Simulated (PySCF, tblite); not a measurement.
# C4H12N2OSi: geometry, infrared bands and NMR shifts

Aim: predict the infrared bands and NMR shifts of C4H12N2OSi (`CC(=O)N[SiH2]N(C)C`).

Programs: tblite 0.8.0 and PySCF 2.14.0, with density-fitted response routines of our own. Each step states its level of theory. These are calculated values for one molecule in the gas phase, unless marked as measured. Atoms are numbered from 0 throughout.

**1. Starting geometry**

20 atoms, charge 0, multiplicity 1; geometry from: force field or distance geometry start.

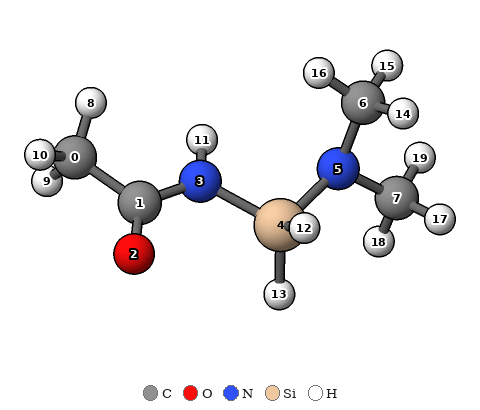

The starting geometry (carbon grey, oxygen red, nitrogen blue, silicon light orange, hydrogen white), atoms numbered.

**2. Geometry optimisation with GFN2-xTB**

What the job is given:

```
{"job": {"kind": "relax", "xc": "GFN2-xTB", "basis": "xTB"}, "charge": 0, "multiplicity": 1}
C      3.523000     0.363300    -0.054000
C      2.305400     0.090200    -0.924500
O      2.419200    -0.029400    -2.129000
N      1.155200    -0.044600    -0.206300
Si    -0.357500    -0.408700    -0.939900
N     -1.444800    -0.238800     0.385000
C     -1.852500     1.102700     0.833100
C     -2.587300    -1.136700     0.513300
H      3.236200     0.882000     0.868200
H      3.995700    -0.580700     0.206500
H      4.212100     0.997500    -0.606200
H      1.112700     0.008400     0.808100
H     -0.742900     0.599900    -1.949700
H     -0.396500    -1.815300    -1.396800
H     -2.571700     1.564700     0.144200
H     -2.317600     1.059000     1.842900
H     -0.992000     1.776800     0.936000
H     -3.375000    -0.907700    -0.223600
H     -2.298300    -2.184800     0.371200
H     -3.028600    -1.087300     1.518300
```

Run with:

```sh
> OMP_NUM_THREADS=1 python probes_run.py task.json out
```

The driver reads the jobs from task.json and runs them one after another.

Standard output:

```text
step      E/eV     max force
  0    -717.77469    1.472
  1    -717.85701    0.645
  2    -717.90503    0.546
  3    -717.92465    0.647
  4    -717.93935    0.347
  5    -717.94876    0.259
  6    -717.95611    0.232
  7    -717.96206    0.195
  8    -717.96683    0.164
  9    -717.97045    0.145
 10    -717.97408    0.161
 11    -717.97826    0.189
 12    -717.98265    0.150
 13    -717.98608    0.109
 14    -717.98865    0.109
 15    -717.99127    0.151
 16    -717.99444    0.164
 17    -717.99787    0.130
 18    -718.00074    0.101
 19    -718.00276    0.085
 20    -718.00447    0.110
 21    -718.00635    0.113
 22    -718.00822    0.092
 23    -718.00974    0.077
 24    -718.01088    0.073
 25    -718.01180    0.078
 26    -718.01269    0.087
 27    -718.01368    0.091
 28    -718.01494    0.098
 29    -718.01658    0.093
 30    -718.01849    0.112
 31    -718.02019    0.096
 32    -718.02138    0.084
 33    -718.02232    0.076
 34    -718.02333    0.086
 35    -718.02447    0.093
 36    -718.02561    0.083
 37    -718.02666    0.089
 38    -718.02759    0.082
 39    -718.02843    0.076
 40    -718.02930    0.070
 41    -718.03022    0.088
 42    -718.03121    0.073
 43    -718.03219    0.079
 44    -718.03294    0.059
 45    -718.03341    0.055
 46    -718.03379    0.055
 47    -718.03425    0.086
 48    -718.03488    0.090
 49    -718.03560    0.053
 50    -718.03605    0.046
 51    -718.03641    0.048
 52    -718.03683    0.068
 53    -718.03736    0.068
 54    -718.03795    0.060
 55    -718.03857    0.060
 56    -718.03922    0.066
 57    -718.03998    0.081
 58    -718.04078    0.077
 59    -718.04151    0.068
 60    -718.04221    0.063
 61    -718.04310    0.057
 62    -718.04398    0.069
 63    -718.04503    0.087
 64    -718.04612    0.093
 65    -718.04698    0.056
 66    -718.04760    0.054
 67    -718.04793    0.039
 68    -718.04808    0.048
 69    -718.04827    0.040
 70    -718.04853    0.051
 71    -718.04880    0.057
 72    -718.04916    0.049
 73    -718.04964    0.051
 74    -718.05019    0.047
 75    -718.05071    0.055
 76    -718.05103    0.039
 77    -718.05121    0.026
 78    -718.05137    0.033
 79    -718.05157    0.040
 80    -718.05180    0.046
 81    -718.05204    0.026
 82    -718.05224    0.031
 83    -718.05244    0.051
 84    -718.05269    0.058
 85    -718.05298    0.051
 86    -718.05325    0.037
 87    -718.05347    0.029
 88    -718.05367    0.047
 89    -718.05391    0.052
 90    -718.05421    0.056
 91    -718.05452    0.037
 92    -718.05481    0.040
 93    -718.05501    0.030
 94    -718.05521    0.031
 95    -718.05541    0.041
 96    -718.05577    0.060
 97    -718.05622    0.055
 98    -718.05672    0.041
 99    -718.05711    0.045
100    -718.05743    0.039
101    -718.05782    0.044
102    -718.05835    0.056
103    -718.05888    0.057
104    -718.05927    0.037
105    -718.05950    0.059
106    -718.05941    0.061
107    -718.05984    0.026
108    -718.05999    0.029
109    -718.06017    0.030
110    -718.06025    0.017
111    -718.06030    0.017
112    -718.06036    0.013
113    -718.06042    0.014
114    -718.06047    0.012
115    -718.06050    0.013
116    -718.06053    0.014
117    -718.06058    0.013
118    -718.06063    0.014
119    -718.06067    0.015
120    -718.06072    0.015
121    -718.06078    0.013
122    -718.06085    0.017
123    -718.06091    0.017
124    -718.06096    0.031
125    -718.06100    0.023
126    -718.06108    0.018
127    -718.06122    0.016
128    -718.06131    0.018
129    -718.06141    0.020
130    -718.06152    0.023
131    -718.06163    0.031
132    -718.06181    0.028
133    -718.06185    0.016
134    -718.06187    0.020
135    -718.06190    0.013
136    -718.06193    0.020
137    -718.06197    0.019
138    -718.06199    0.009
```

Wall time 1.1 s (1 thread of Arm Neoverse V1, shared host); peak memory 0.18 GiB.

The steps of the relaxation: (not every step is listed)

| step | energy from step 0 (eV) | largest force (eV/Å) |
| --- | --- | --- |
| 0 | 0.0000 | 1.4715 |
| 1 | -0.0823 | 0.6453 |
| 2 | -0.1303 | 0.5463 |
| 3 | -0.1500 | 0.6473 |
| 4 | -0.1647 | 0.3465 |
| 5 | -0.1741 | 0.2590 |
| 6 | -0.1814 | 0.2320 |
| 7 | -0.1874 | 0.1946 |
| 8 | -0.1921 | 0.1641 |
| 20 | -0.2298 | 0.1100 |
| 32 | -0.2467 | 0.0842 |
| 44 | -0.2583 | 0.0593 |
| 56 | -0.2645 | 0.0656 |
| 68 | -0.2734 | 0.0482 |
| 80 | -0.2771 | 0.0458 |
| 92 | -0.2801 | 0.0399 |
| 104 | -0.2846 | 0.0372 |
| 116 | -0.2858 | 0.0139 |
| 128 | -0.2866 | 0.0181 |
| 133 | -0.2872 | 0.0162 |
| 134 | -0.2872 | 0.0200 |
| 135 | -0.2872 | 0.0135 |
| 136 | -0.2872 | 0.0203 |
| 137 | -0.2873 | 0.0187 |
| 138 | -0.2873 | 0.0095 |

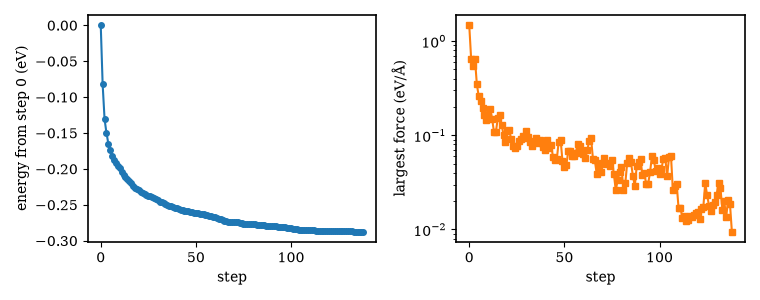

Energy and force, step by step.

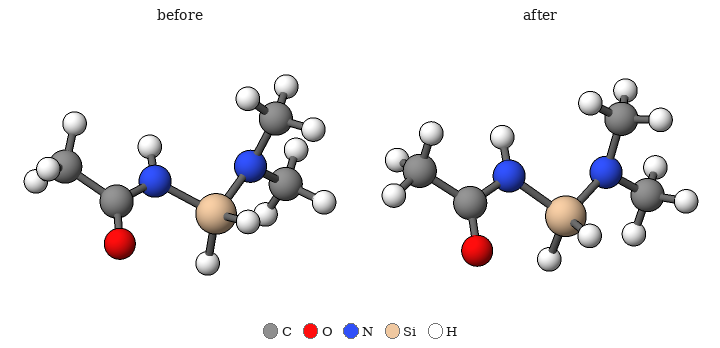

Before and after, at one scale.

Close pairs (by a distance rule), those that changed most:

| bond | before (Å) | after (Å) | change (Å) |
| --- | --- | --- | --- |
| N3–Si4 | 1.720 | 1.752 | +0.032 |
| N5–C6 | 1.472 | 1.444 | -0.028 |
| Si4–H13 | 1.479 | 1.457 | -0.023 |
| N5–C7 | 1.459 | 1.440 | -0.019 |
| C6–H15 | 1.113 | 1.094 | -0.018 |
| C1–N3 | 1.363 | 1.346 | -0.017 |
| Si4–H12 | 1.478 | 1.465 | -0.014 |
| C6–H16 | 1.098 | 1.087 | -0.011 |

The end geometry stands in the next job.

**3. Infrared spectrum with GFN2-xTB**

What the job is given:

```
{"job": {"kind": "ir", "xc": "GFN2-xTB", "basis": "xTB"}, "charge": 0, "multiplicity": 1}
C      3.524926     0.498401    -0.168559
C      2.237727     0.022575    -0.799290
O      2.161279    -0.427121    -1.925089
N      1.124111     0.116508    -0.049714
Si    -0.321727    -0.474415    -0.843903
N     -1.534879    -0.305084     0.368160
C     -1.757456     0.937697     1.068642
C     -2.754504    -1.058508     0.234227
H      3.404150     1.510311     0.212914
H      3.789159    -0.158129     0.658640
H      4.321343     0.480142    -0.906580
H      1.197304     0.427250     0.904753
H     -0.509790     0.330412    -2.053109
H     -0.198394    -1.905459    -1.085914
H     -2.518409     1.551124     0.570369
H     -2.102590     0.731489     2.086430
H     -0.836294     1.511705     1.119287
H     -3.499225    -0.521912    -0.366171
H     -2.546107    -2.007700    -0.248703
H     -3.185772    -1.248607     1.220573
```

Standard output:

```text
mode    cm-1     km/mol
  1      54.0      5.78
  2      65.6      3.90
  3      78.2      3.98
  4      94.2      6.28
  5     129.8      2.38
  6     152.4      7.46
  7     183.3      4.39
  8     202.6      0.24
  9     278.2      1.40
 10     287.9      4.68
 11     371.1     13.95
 12     399.7      7.63
 13     502.6    134.08
 14     533.1     72.17
 15     570.5     23.60
 16     587.4     24.48
 17     650.7      3.58
 18     693.8     22.79
 19     762.2    235.36
 20     785.7    238.54
 21     826.4     83.69
 22     958.1      9.24
 23     997.0      7.12
 24    1003.2     23.98
 25    1036.8    131.41
 26    1055.4      2.45
 27    1089.5      0.59
 28    1130.6      6.34
 29    1181.1      1.71
 30    1205.9     47.60
 31    1304.3     94.75
 32    1365.6     44.10
 33    1390.2    596.01
 34    1417.0      8.48
 35    1427.9      0.03
 36    1457.7      7.58
 37    1468.5      8.68
 38    1481.0      0.80
 39    1490.8      5.95
 40    1502.0      6.38
 41    1511.4      3.63
 42    1719.5    422.69
 43    2247.0    305.88
 44    2325.2    215.36
 45    2891.0     58.18
 46    2892.0     89.34
 47    2942.9     47.46
 48    2955.8     76.54
 49    3019.0     14.68
 50    3024.5     12.21
 51    3035.9     35.50
 52    3052.6     33.49
 53    3063.3      9.67
 54    3472.3      1.54
```

Wall time 0.84 s (1 thread of Arm Neoverse V1, shared host); peak memory 0.18 GiB.

Which atoms move in the most intense modes:

| cm⁻¹ | km/mol | atoms |
| --- | --- | --- |
| 503 | 134.1 | H11 63 %, N3 19 % |
| 762 | 235.4 | H12 48 %, H13 36 %, Si4 11 % |
| 786 | 238.5 | H13 43 %, H12 35 %, Si4 14 % |
| 1037 | 131.4 | H16 25 %, C6 17 %, N5 17 %, C7 15 % |
| 1390 | 596.0 | C1 45 %, N3 31 % |
| 1720 | 422.7 | C1 64 %, O2 34 % |
| 2247 | 305.9 | H12 94 % |
| 2325 | 215.4 | H13 95 % |

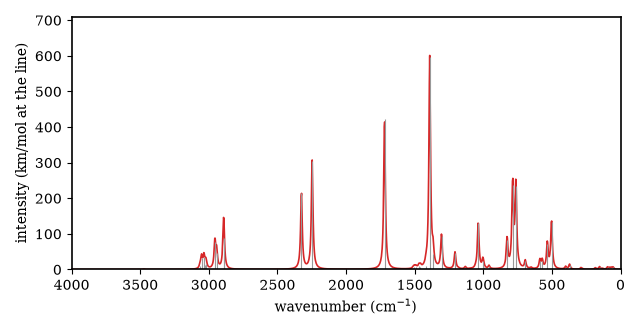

The infrared spectrum from these modes, unscaled. Lines are broadened to a width of 14 cm⁻¹ (Lorentzian).

**4. Shielding tensors: PBE0/pcSseg-1**

Same as in step 3 but for these lines:

```diff
@@ -1,2 +1,2 @@
-{"job": {"kind": "ir", "xc": "GFN2-xTB", "basis": "xTB"}, "charge": 0, "multiplicity": 1}
+{"job": {"kind": "nmr", "xc": "PBE0", "basis": "pcSseg-1"}, "charge": 0, "multiplicity": 1}
 C      3.524926     0.498401    -0.168559
```

Method: GIAO PBE0/pcSseg-1 NMR shielding, non-relativistic, gas phase.

Standard output:

```text
coarse grid: 16624 points
cycle   1  E = -633.1430011421  dE =  1.050e+00  |g| = 8.692e-01  |ddm| = 3.882e+00
cycle   2  E = -632.7323403893  dE =  4.107e-01  |g| = 1.682e+00  |ddm| = 2.278e+00
cycle   3  E = -633.2833738318  dE = -5.510e-01  |g| = 2.539e-01  |ddm| = 1.734e+00
cycle   4  E = -633.2958464844  dE = -1.247e-02  |g| = 8.122e-02  |ddm| = 2.439e-01
cycle   5  E = -633.2970689156  dE = -1.222e-03  |g| = 2.386e-02  |ddm| = 7.266e-02
cycle   6  E = -633.2971907466  dE = -1.218e-04  |g| = 5.203e-03  |ddm| = 2.096e-02
cycle   7  E = -633.2971962316  dE = -5.485e-06  |g| = 1.155e-03  |ddm| = 4.439e-03
final grid: 154416 points
cycle   8  E = -633.3502099875  dE = -2.049e-05  |g| = 1.446e-02  |ddm| = 2.771e-02
cycle   9  E = -633.3501136950  dE =  9.629e-05  |g| = 2.670e-02  |ddm| = 2.870e-02
cycle  10  E = -633.3502505181  dE = -1.368e-04  |g| = 3.053e-03  |ddm| = 2.030e-02
cycle  11  E = -633.3502524891  dE = -1.971e-06  |g| = 2.196e-04  |ddm| = 2.388e-03
cycle  12  E = -633.3502524973  dE = -8.212e-09  |g| = 1.352e-04  |ddm| = 3.759e-04
cycle  13  E = -633.3502525009  dE = -3.604e-09  |g| = 3.581e-05  |ddm| = 1.309e-04
cycle  14  E = -633.3502525012  dE = -2.597e-10  |g| = 7.173e-06  |ddm| = 3.842e-05
converged SCF energy = -633.3502525012

GIAO shielding tensors (ppm)
atom      isotropic    diamagn.    paramagn.     s11        s22        s33       span
  0 C      162.456     249.721     -87.265    137.174    155.216    194.979     57.805
  1 C        9.240     247.431    -238.191    -71.118      1.346     97.490    168.608
  2 O     -113.067     403.873    -516.939   -401.725   -217.157    279.682    681.407
  3 N      142.130     333.326    -191.195     40.242    147.287    238.861    198.619
  4 Si     385.439     884.466    -499.027    354.419    382.931    418.965     64.546
  5 N      249.871     329.936     -80.065    225.533    258.419    265.660     40.127
  6 C      146.685     247.105    -100.420    122.905    131.864    185.285     62.380
  7 C      145.981     243.085     -97.104    121.961    129.737    186.246     64.285
  8 H       29.712      29.001       0.711     25.912     29.513     33.712      7.799
  9 H       29.582      28.327       1.254     26.116     28.765     33.864      7.748
 10 H       29.907      26.141       3.766     26.060     28.019     35.641      9.581
 11 H       27.393      38.722     -11.329     21.947     28.724     31.509      9.561
 12 H       26.514      32.620      -6.106     22.700     25.547     31.294      8.594
 13 H       26.791      33.210      -6.420     23.063     26.016     31.294      8.231
 14 H       29.352      30.516      -1.164     25.394     26.705     35.956     10.562
 15 H       29.225      30.851      -1.626     25.248     26.418     36.010     10.762
 16 H       29.115      33.641      -4.526     23.452     29.593     34.300     10.848
 17 H       29.320      28.337       0.983     24.673     27.077     36.212     11.539
 18 H       28.832      29.719      -0.887     24.257     27.145     35.093     10.837
 19 H       29.203      28.586       0.617     24.697     26.754     36.157     11.460
```

It took 51 s on 1 thread of Arm Neoverse V1, shared host; peak memory 0.92 GiB.

Shifts follow as δ = σ(reference) − σ, with reference shieldings (ppm) from runs at the same level and on the same kind of geometry: 1H TMS 31.72, 13C TMS 186.9, 29Si TMS 349.2, 15N NH3 267.7, 17O H2O 336.1. The references are single molecules in the gas phase, so shifts against H2O, NH3, PH3, H3PO4 or CFCl3 are not on the usual liquid scales and can be off by tens of ppm. Atoms listed in one row are averaged.

| atoms | environment | σ (ppm) | δ (ppm) | δ scaled to CDCl3 |
| --- | --- | --- | --- | --- |
| C1 | amide carbonyl carbon | 9.2 | 177.7 | 171.5 |
| C6, C7 | methyl carbon bonded to N | 146.3 | 40.6 | 37.7 |
| C0 | methyl carbon α to a carbonyl | 162.5 | 24.5 | 22.0 |
| H12, H13 | hydrogen on a silicon bonded to 2 N | 26.65 | 5.06 | – |
| H11 | hydrogen on an amide-type nitrogen | 27.39 | 4.32 | – |
| H14, H15, H16, H17, H18, H19 | hydrogen on a methyl carbon bonded to N | 29.17 | 2.54 | 2.50 |
| H8, H9, H10 | hydrogen on a methyl carbon α to a carbonyl | 29.73 | 1.98 | 1.98 |
| O2 | amide-type carbonyl oxygen | -113.1 | 449.1 | – |
| N3 | amide-type nitrogen | 142.1 | 125.6 | – |
| N5 | nitrogen bonded to 2 C, Si | 249.9 | 17.9 | – |
| Si4 | silicon bonded to 2 N, 2 H | 385.4 | -36.3 | – |

The scaled column applies a straight-line fit of computed shieldings to shifts measured in CDCl3 (root-mean-square error 0.16 ppm for H, 1.9 ppm for C).

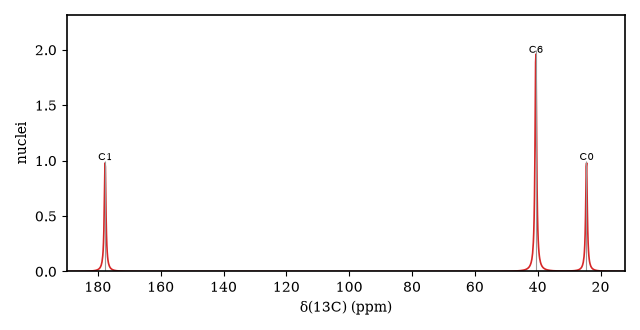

13C lines at the computed shifts, without couplings. Lines are broadened to a width of 0.61 ppm (Lorentzian).

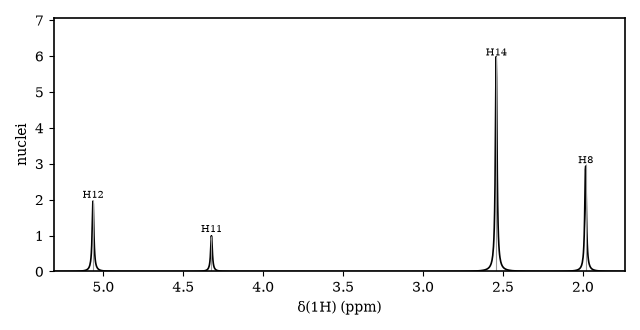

1H lines at the computed shifts, without couplings. Lines are broadened to a width of 0.01 ppm (Lorentzian).

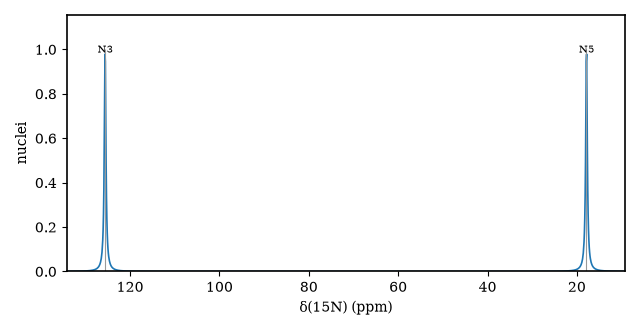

15N lines at the computed shifts, without couplings. Lines are broadened to a width of 0.43 ppm (Lorentzian).

The run also stored atomic charges by several schemes (e):

| atoms | Mulliken | IAO | Hirshfeld | ESP fit |
| --- | --- | --- | --- | --- |
| C0 | -0.25 | -0.48 | -0.12 | -0.64 |
| C1 | 0.35 | 0.45 | 0.18 | 0.90 |
| O2 | -0.45 | -0.49 | -0.27 | -0.60 |
| N3 | -0.62 | -0.62 | -0.20 | -0.84 |
| Si4 | 0.88 | 1.01 | 0.39 | 0.67 |
| N5 | -0.79 | -0.52 | -0.18 | -0.23 |
| C6, C7 | -0.08 | -0.30 | -0.07 | -0.40 |

ESP fit charges:

C0 -0.64; C1 0.90; O2 -0.60; N3 -0.84; Si4 0.67; N5 -0.23; C6 -0.37; C7 -0.43; H8 0.17; H9 0.16; H10 0.17; H11 0.38; H12 -0.10; H13 -0.11; H14 0.13; H15 0.14; H16 0.14; H17 0.15; H18 0.15; H19 0.16

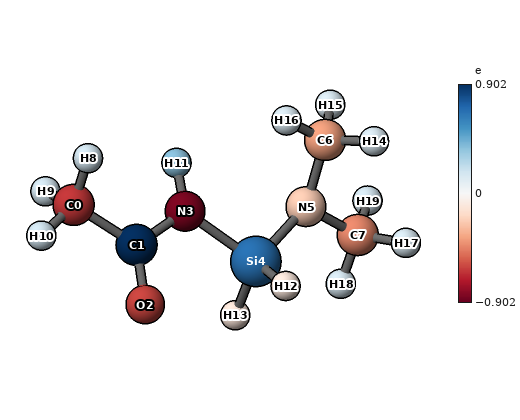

ESP fit charges, as colours on the atoms.

Mayer bond orders: C0–C1 0.99, C1–O2 1.86, C1–N3 1.17, N3–Si4 0.82, Si4–N5 0.95, N5–C6 0.96, N5–C7 0.97.

The fields below are evaluated on a grid from the run's orbitals.

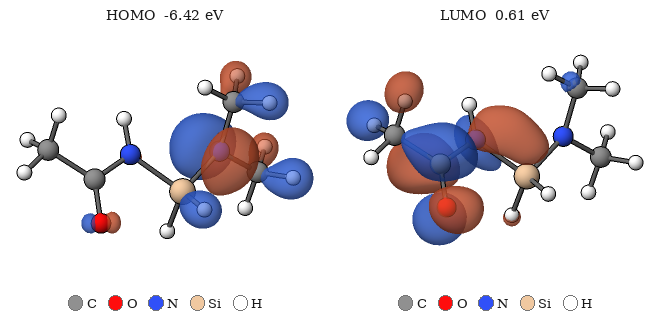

Frontier orbitals at PBE0/pcSseg-1; each surface holds 70 % of the orbital's density, blue and red mark the sign.

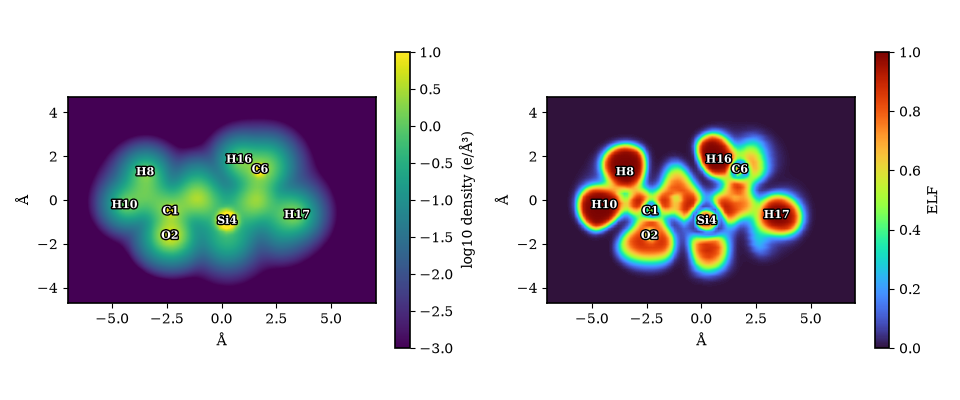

Density (left) and ELF (right) in a plane through or near 8 of the atoms.

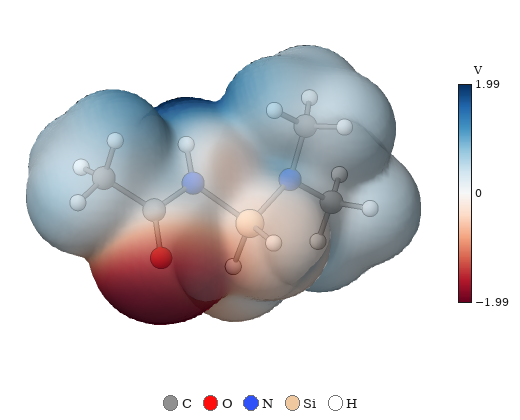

The potential that a unit positive charge feels on the 0.002 e/bohr³ surface, from -1.99 V near O2 to 1.94 V near H11.

**5. Outcome**

| quantity | value |
| --- | --- |
| strongest single infrared mode (GFN2-xTB) | 1390 cm⁻¹, 596 km/mol |
| zero-point energy (GFN2-xTB) | 100.5 kcal/mol |
| 13C shifts against TMS (PBE0/pcSseg-1, means over atoms taken as alike) | 177.7, 40.6, 24.5 ppm |
| 1H shifts against TMS (PBE0/pcSseg-1, means over atoms taken as alike) | 5.06, 4.32, 2.54, 1.98 ppm |
| 17O shifts against H2O (PBE0/pcSseg-1) | 449.1 ppm |
| 15N shifts against NH3 (PBE0/pcSseg-1) | 125.6, 17.9 ppm |
| 29Si shifts against TMS (PBE0/pcSseg-1) | -36.3 ppm |
| surface potential, least and greatest | -1.99 V and 1.94 V |

**Reading.** The optimisation took 138 steps and gained 0.287 eV; among the close pairs (by a distance rule), N3–Si4 changed most, from 1.720 to 1.752 Å. All 54 modes are real, so the xTB geometry is a minimum. The strongest single mode, at 1390 cm⁻¹, moves mainly C1 and N3. Unscaled tight-binding wavenumbers are off by several per cent, some by more. Its intensities can rank the bands wrongly. At PBE0/pcSseg-1: The widest tensor belongs to O2: span 681 ppm, with a paramagnetic part of -517 ppm.
